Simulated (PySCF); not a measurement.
# Geometry relaxation of BSiNH4O (part 3 of 3)

The same run, continued: BSiNH4O; HF/pc-0, RHF, dispersion D3(0) (PySCF 2.14.0). The geometry: force field.

Geometry of the input (Å):
```
O  0.7323  1.7767  0.9257
B  0.0020  0.6161  0.4406
N  -1.2816  -0.1028  -0.0788
Si 0.0793  -1.2937  -0.1049
H  1.0089  2.2564  0.0711
H  -1.4049  0.2420  -1.0446
H  0.1762  -2.1305  1.1090
H  0.7800  -1.4214  -1.3739
```

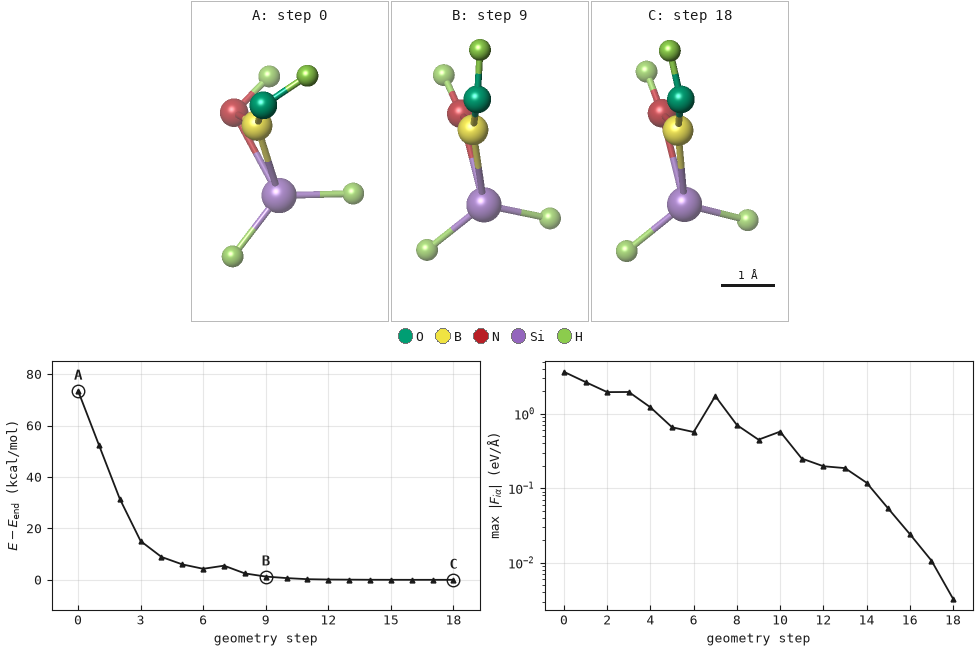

Figure 1. Frames of the relaxation (ball-and-stick view, seen at an oblique angle) above the curves, on which the letters mark them (steps are counted from 0).

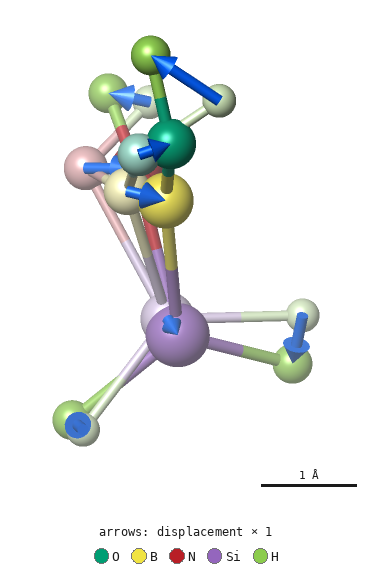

Figure 2. Start (faint) and end (solid) with the displacements as blue arrows, at true length (ball-and-stick view, seen at an oblique angle). The two geometries are laid on each other by the best rigid fit. After 18 geometry steps the energy has fallen by 73.5 kcal/mol. The largest force component goes from 3.7 to 0.0033 eV/Å. The largest move after the best rigid fit is that of H5, 0.87 Å. By element the largest moves are H 0.87 Å, N 0.61 Å, B 0.44 Å, O 0.36 Å, Si 0.25 Å. Among the contacts that change: B2–N3 1.560 → 1.397 Å, O1–B2 1.455 → 1.366 Å, O1–H5 1.018 → 0.969 Å, Si4–H8 1.455 → 1.485 Å. Among the angles that change: Si4–N3–H6 107.2° → 144.5°, B2–N3–H6 104.8° → 139.6°, B2–O1–H5 103.4° → 124.0°. (Atoms are counted from 1 in the order of the input.)

```
Step   18 : Displace = 7.859e-04/1.154e-03 (rms/max) Trust = 3.000e-01 (=) Grad = 4.435e-05/8.652e-05 (rms/max) E (change) = -444.6792431325 (-3.988e-07) Quality = 1.193
Hessian Eigenvalues: 3.74277e-03 1.17801e-02 2.40702e-02 ... 4.26164e-01 4.54672e-01 1.28465e+00
Converged! =D

converged: True
O           0.87622307        1.85839956        0.61158793
B           0.39130570        0.63609188        0.24207747
N          -0.75770068        0.08371500       -0.33006633
Si          0.31530189       -1.33596495       -0.04689595
H           0.38853733        2.68882885        0.50676058
H          -1.65730255        0.37641728       -0.68480181
H          -0.21244120       -2.32537497        0.92623389
H           0.74827644       -2.03931265       -1.28069577
converged SCF energy = -444.679243132479
E = -444.6792431325 Eh
```

Trajectory as extended XYZ (Å, eV, eV/Å), 19 frames, from step=0 to step=18
```
8
Properties=species:S:1:pos:R:3:forces:R:3 step=0 energy=-12097.14990
O     0.7323    1.7767    0.9257   -1.8622  -0.5554  -3.6570
B     0.0020    0.6161    0.4406    0.1451  -1.5200   1.5005
N    -1.2816   -0.1028   -0.0788    2.2495   3.3929  -1.0853
Si    0.0793   -1.2937   -0.1049    1.8386   0.1853   1.8431
H     1.0089    2.2564    0.0711    0.0483   0.0598   2.0030
H    -1.4049    0.2420   -1.0446   -1.9803  -0.0450   0.4540
H     0.1762   -2.1305    1.1090   -0.3505  -0.7895  -0.5882
H     0.7800   -1.4214   -1.3739   -0.0884  -0.7280  -0.4702
8
Properties=species:S:1:pos:R:3:forces:R:3 step=1 energy=-12098.06397
O     0.6547    1.8094    0.8768   -0.8415  -0.6192  -2.3622
B     0.0818    0.5921    0.4253   -0.5840  -1.1612   1.2866
N    -1.2013   -0.0391   -0.0713    2.6648   2.0236  -1.3197
Si    0.1079   -1.3338   -0.0935    1.2273   0.8587   1.4471
H     0.9470    2.3699    0.1140   -0.0114   0.2738   1.1263
H    -1.4078    0.3231   -1.0124   -1.8115  -0.1265   0.5502
H     0.1460   -2.2135    1.0910   -0.4339  -0.6838  -0.5234
H     0.7639   -1.5653   -1.3857   -0.2098  -0.5654  -0.2050
8
Properties=species:S:1:pos:R:3:forces:R:3 step=2 energy=-12098.97226
O     0.5786    1.8203    0.7897    0.4674  -0.0962  -0.5589
B     0.1862    0.5631    0.3956   -0.7477  -0.1680   1.0325
N    -1.0610    0.0346   -0.0789    1.9045  -0.0966  -1.9545
Si    0.1720   -1.3568   -0.0741    0.5515   0.8464   1.0464
H     0.8429    2.5260    0.1880   -0.0220   0.4394   0.1888
H    -1.4389    0.4136   -0.9488   -1.5091  -0.1174   0.7206
H     0.0716   -2.3074    1.0495   -0.4225  -0.4918  -0.4172
H     0.7407   -1.7505   -1.3768   -0.2221  -0.3159  -0.0577
8
Properties=species:S:1:pos:R:3:forces:R:3 step=3 energy=-12099.68512
O     0.5930    1.8637    0.7049    0.8193  -0.4992   0.4995
B     0.2613    0.5852    0.3735   -1.1941   1.1031   0.2556
N    -0.9331    0.0416   -0.1364    1.9621  -0.8119  -1.3704
Si    0.3134   -1.3390   -0.0307   -0.7506   0.0854   0.3484
H     0.7798    2.6943    0.2773   -0.0548   0.4452  -0.3092
H    -1.5641    0.4037   -0.8410   -0.8178  -0.1397   0.6630
H    -0.0947   -2.3892    0.9260   -0.0123  -0.2002  -0.0905
H     0.7366   -1.9175   -1.3294    0.0481   0.0173   0.0036
8
Properties=species:S:1:pos:R:3:forces:R:3 step=4 energy=-12099.95278
O     0.6242    1.8824    0.6729    0.5197  -0.1957   0.5784
B     0.2138    0.6292    0.3728   -0.3560   0.8007  -0.0821
N    -0.9045    0.0318   -0.1943    1.2213  -0.4249  -0.7815
Si    0.3453   -1.3185   -0.0006   -0.7360  -0.3300   0.0628
H     0.8214    2.7434    0.3046   -0.1599   0.1340  -0.2321
H    -1.6484    0.3744   -0.7844   -0.5660  -0.2364   0.3802
H    -0.1222   -2.4403    0.8529   -0.0317   0.0382   0.1149
H     0.7627   -1.9595   -1.2797    0.1085   0.2140  -0.0407
8
Properties=species:S:1:pos:R:3:forces:R:3 step=5 energy=-12100.07848
O     0.6612    1.8968    0.6730    0.3820  -0.0723   0.4994
B     0.2120    0.6602    0.3703   -0.2348   0.0522  -0.3872
N    -0.8707    0.0186   -0.2272    0.6594   0.2797  -0.4274
Si    0.3489   -1.3194    0.0003   -0.4487  -0.3045   0.1223
H     0.8220    2.7719    0.3120   -0.2541  -0.0060  -0.1652
H    -1.6929    0.3216   -0.7337   -0.2260  -0.2318   0.2630
H    -0.1780   -2.4447    0.8237    0.0483   0.0932   0.1081
H     0.7898   -1.9622   -1.2742    0.0738   0.1896  -0.0130
8
Properties=species:S:1:pos:R:3:forces:R:3 step=6 energy=-12100.15247
O     0.7265    1.8963    0.6883    0.3847   0.0951   0.3914
B     0.2352    0.6835    0.3612    0.1652  -0.3261  -0.3578
N    -0.8214    0.0465   -0.2664   -0.5689  -0.1867  -0.4128
Si    0.3194   -1.3222   -0.0109    0.3043  -0.0891   0.2797
H     0.7755    2.7880    0.3286   -0.3348  -0.0347  -0.0931
H    -1.7197    0.2233   -0.6981    0.0854   0.3269   0.1338
H    -0.2271   -2.4313    0.8233   -0.0026   0.1268   0.0291
H     0.8037   -1.9413   -1.2819   -0.0332   0.0878   0.0296
8
Properties=species:S:1:pos:R:3:forces:R:3 step=7 energy=-12100.09992
O     0.7474    1.8632    0.6571    0.2387   0.2189   0.2063
B     0.2563    0.6480    0.3222    0.8503  -1.0608  -0.1765
N    -0.7922    0.0050   -0.3177   -0.4816   1.7273   0.3684
Si    0.3238   -1.3643   -0.0240    0.2295   0.0676   0.2156
H     0.6074    2.7529    0.3100   -0.2752  -0.0395   0.0011
H    -1.6566    0.4471   -0.5998   -0.4683  -0.8590  -0.5791
H    -0.2305   -2.4162    0.8709   -0.0024  -0.0014  -0.0662
H     0.8366   -1.9930   -1.2745   -0.0909  -0.0532   0.0305
8
Properties=species:S:1:pos:R:3:forces:R:3 step=8 energy=-12100.23071
O     0.7788    1.8719    0.6753    0.2570   0.1282   0.1727
B     0.2722    0.6627    0.3339    0.3194  -0.7066  -0.2900
N    -0.7925    0.0379   -0.3056   -0.5511   0.6023   0.0923
Si    0.3161   -1.3450   -0.0207    0.2664   0.1696   0.2070
H     0.6408    2.7628    0.3305   -0.2913  -0.0365   0.0072
H    -1.7040    0.3166   -0.6459    0.0516  -0.1243  -0.1919
H    -0.2489   -2.4068    0.8548    0.0161   0.0236  -0.0302
H     0.8297   -1.9574   -1.2781   -0.0681  -0.0563   0.0329
8
Properties=species:S:1:pos:R:3:forces:R:3 step=9 energy=-12100.28353
O     0.8410    1.8675    0.6721    0.0577   0.0520  -0.0134
B     0.3335    0.6535    0.3194   -0.0588  -0.4493  -0.3348
N    -0.7665    0.0697   -0.3194   -0.2325   0.0386   0.2246
Si    0.3160   -1.3380   -0.0288    0.1503   0.2619   0.1082
H     0.5304    2.7341    0.3724   -0.1417  -0.0367   0.0906
H    -1.6977    0.2817   -0.6532    0.1787   0.2695  -0.1079
H    -0.2753   -2.3643    0.8651    0.0612  -0.0364   0.0041
H     0.8108   -1.9614   -1.2835   -0.0148  -0.0997   0.0286
8
Properties=species:S:1:pos:R:3:forces:R:3 step=10 energy=-12100.30926
O     0.8626    1.8509    0.6473   -0.1763  -0.1292  -0.1352
B     0.3805    0.6123    0.3048   -0.1681   0.1388  -0.2044
N    -0.7623    0.0800   -0.3164    0.5762   0.1380   0.3497
Si    0.3265   -1.3428   -0.0283   -0.4030   0.1938  -0.0944
H     0.3803    2.6500    0.3804    0.0874   0.0705   0.1565
H    -1.6475    0.4178   -0.6679   -0.0187  -0.1795  -0.0939
H    -0.2488   -2.3410    0.8999    0.0619  -0.1147   0.0251
H     0.8009   -1.9844   -1.2756    0.0406  -0.1176  -0.0034
8
Properties=species:S:1:pos:R:3:forces:R:3 step=11 energy=-12100.32782
O     0.8613    1.8552    0.6295   -0.0363  -0.0766   0.0232
B     0.3748    0.6205    0.2919    0.2251   0.2509  -0.0835
N    -0.7562    0.0869   -0.3215   -0.0729  -0.1511   0.1146
Si    0.3131   -1.3420   -0.0332   -0.0965   0.0817  -0.0366
H     0.3930    2.6771    0.4175    0.0157   0.0090   0.0669
H    -1.6492    0.4041   -0.6707   -0.0163  -0.0761  -0.0978
H    -0.2320   -2.3538    0.9045   -0.0105  -0.0049   0.0003
H     0.7875   -2.0052   -1.2737   -0.0084  -0.0329   0.0129
8
Properties=species:S:1:pos:R:3:forces:R:3 step=12 energy=-12100.33375
O     0.8777    1.8617    0.6110   -0.0648  -0.0421   0.0803
B     0.3857    0.6324    0.2717    0.0798  -0.0105  -0.1977
N    -0.7525    0.0855   -0.3287   -0.1180  -0.0180   0.1469
Si    0.3094   -1.3379   -0.0426    0.0741   0.0224   0.0258
H     0.3891    2.6864    0.4703    0.0167   0.0241   0.0099
H    -1.6586    0.3737   -0.6700    0.0323   0.0365  -0.0752
H    -0.2334   -2.3388    0.9098    0.0014   0.0014  -0.0044
H     0.7749   -2.0202   -1.2772   -0.0214  -0.0139   0.0144
8
Properties=species:S:1:pos:R:3:forces:R:3 step=13 energy=-12100.33550
O     0.8744    1.8608    0.6103   -0.0061  -0.0162   0.0870
B     0.3859    0.6322    0.2667    0.0109   0.0360  -0.1865
N    -0.7551    0.0839   -0.3283   -0.0524  -0.0020   0.1227
Si    0.3129   -1.3363   -0.0447    0.0203  -0.0308   0.0306
H     0.3937    2.6915    0.4778   -0.0026  -0.0092   0.0011
H    -1.6600    0.3746   -0.6711    0.0280   0.0179  -0.0597
H    -0.2301   -2.3355    0.9097    0.0111   0.0010   0.0067
H     0.7705   -2.0286   -1.2762   -0.0093   0.0033  -0.0019
8
Properties=species:S:1:pos:R:3:forces:R:3 step=14 energy=-12100.33751
O     0.8762    1.8576    0.6071    0.0007   0.0011   0.0626
B     0.3873    0.6327    0.2521   -0.0096   0.0496  -0.1187
N    -0.7602    0.0838   -0.3303    0.0161   0.0132   0.0675
Si    0.3142   -1.3342   -0.0492   -0.0132  -0.0555   0.0407
H     0.3916    2.6893    0.4992   -0.0035  -0.0101  -0.0089
H    -1.6617    0.3796   -0.6779    0.0143  -0.0114  -0.0256
H    -0.2162   -2.3263    0.9195    0.0019  -0.0018   0.0038
H     0.7609   -2.0397   -1.2762   -0.0067   0.0149  -0.0214
8
Properties=species:S:1:pos:R:3:forces:R:3 step=15 energy=-12100.33826
O     0.8763    1.8572    0.6085   -0.0038   0.0025   0.0277
B     0.3886    0.6344    0.2446   -0.0004   0.0235  -0.0535
N    -0.7606    0.0829   -0.3305    0.0230   0.0346   0.0212
Si    0.3149   -1.3346   -0.0503   -0.0088  -0.0410   0.0410
H     0.3908    2.6895    0.5075   -0.0020  -0.0112  -0.0071
H    -1.6602    0.3796   -0.6818   -0.0036  -0.0180  -0.0091
H    -0.2114   -2.3229    0.9248    0.0010  -0.0037  -0.0024
H     0.7537   -2.0432   -1.2785   -0.0054   0.0133  -0.0178
8
Properties=species:S:1:pos:R:3:forces:R:3 step=16 energy=-12100.33856
O     0.8761    1.8578    0.6106   -0.0019   0.0045   0.0066
B     0.3907    0.6355    0.2419    0.0062  -0.0002  -0.0116
N    -0.7587    0.0832   -0.3302    0.0038   0.0243  -0.0064
Si    0.3153   -1.3356   -0.0490   -0.0012  -0.0153   0.0234
H     0.3881    2.6884    0.5087    0.0011  -0.0032  -0.0021
H    -1.6574    0.3790   -0.6845   -0.0059  -0.0137   0.0015
H    -0.2107   -2.3232    0.9271   -0.0004  -0.0028  -0.0043
H     0.7487   -2.0424   -1.2804   -0.0017   0.0063  -0.0072
8
Properties=species:S:1:pos:R:3:forces:R:3 step=17 energy=-12100.33863
O     0.8761    1.8584    0.6116   -0.0005  -0.0013   0.0002
B     0.3914    0.6360    0.2420    0.0030  -0.0041  -0.0017
N    -0.7577    0.0835   -0.3300   -0.0013   0.0107  -0.0062
Si    0.3153   -1.3360   -0.0475    0.0019  -0.0012   0.0086
H     0.3880    2.6887    0.5073    0.0006   0.0003  -0.0001
H    -1.6568    0.3774   -0.6850   -0.0035  -0.0052   0.0024
H    -0.2118   -2.3247    0.9268   -0.0004  -0.0010  -0.0024
H     0.7478   -2.0404   -1.2809    0.0002   0.0018  -0.0008
8
Properties=species:S:1:pos:R:3:forces:R:3 step=18 energy=-12100.33864
O     0.8762    1.8584    0.6116    0.0003   0.0003   0.0004
B     0.3913    0.6361    0.2421    0.0009  -0.0031  -0.0007
N    -0.7577    0.0837   -0.3301   -0.0024   0.0018  -0.0033
Si    0.3153   -1.3360   -0.0469    0.0013   0.0007   0.0018
H     0.3885    2.6888    0.5068    0.0003   0.0008   0.0002
H    -1.6573    0.3764   -0.6848   -0.0005  -0.0005   0.0016
H    -0.2124   -2.3254    0.9262   -0.0001  -0.0001  -0.0006
H     0.7483   -2.0393   -1.2807    0.0003   0.0002   0.0005
```

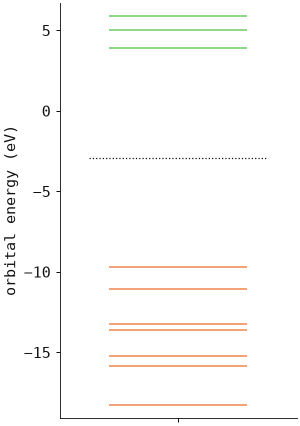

Figure 3. Orbital energies near the frontier; the dotted line parts filled from empty levels, and levels within 0.02 eV of each other stand side by side. Highest filled −9.69 eV, lowest empty 3.89 eV, 13.58 eV apart.

Results in brief

```csv
quantity,value
outcome,converged
total energy,−444.679243 hartree
dispersion energy,−0.003497 hartree
basis functions,48
HOMO,−9.69 eV
LUMO,3.89 eV
dipole moment,2.34 D
wall time,9.3 s
peak memory,0.2 GiB
```
